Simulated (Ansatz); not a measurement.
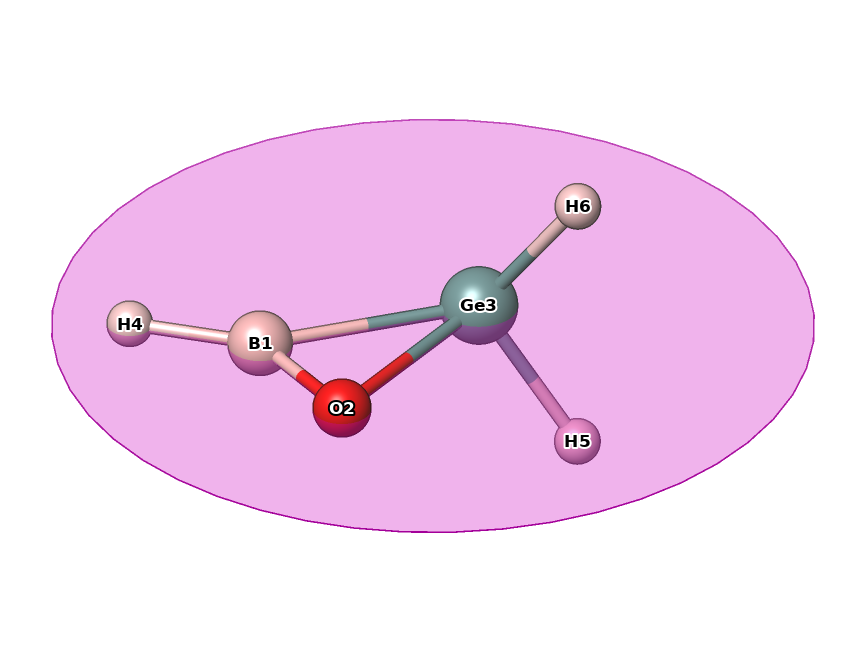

A disc through the centre of mass is drawn in. Depth is shown by fading: the farther an atom, the more it takes the colour of the background. Computed geometry: PBE-D4/def2-SVP optimisation. No frequency run is at hand to confirm it as a minimum.

Is the plane of the disc a mirror plane of the structure?

Yes. The reflection leaves B1, O2, Ge3, H4 in place and moves H5 ↔ H6. The point group is Cs.
